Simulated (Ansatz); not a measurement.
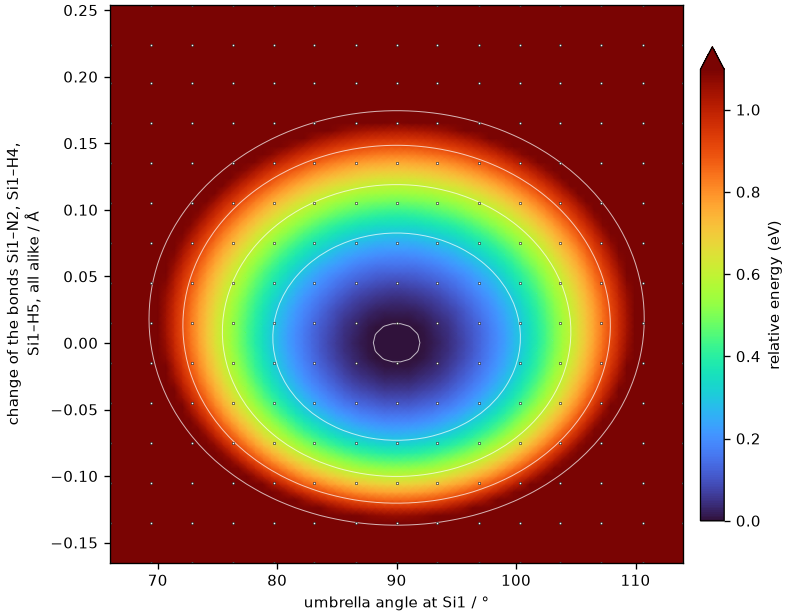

GeH5NSi, SMILES [SiH2]=[N][GeH3]. Coordinates scanned: (1) umbrella angle at Si1 (between each of its bonds and their common axis; 90 is planar); (2) change of the bonds Si1–N2, Si1–H4, Si1–H5, all alike. Nothing is relaxed (all other coordinates rigid). Grid: 15 × 15 points. Points are written as (first, second). Energies are in eV, from the lowest grid point. The calculation used Ansatz, RHF/def2-TZVP.

The picture shows a smooth colour map with a few white contour lines, dots at the grid points, one colour for all values above the top of the scale. Between grid points the surface is interpolated.

**Estimate the position of the minimum and the force constants in these coordinates.**

The interpolated minimum is at the first coordinate ≈ 90.0°, the second coordinate ≈ 0.000 Å. The curvatures there are about 19 eV/rad² and 104 eV/Å², with a cross term of about 0 eV/(rad·Å). Round the minimum the two coordinates are nearly uncoupled.
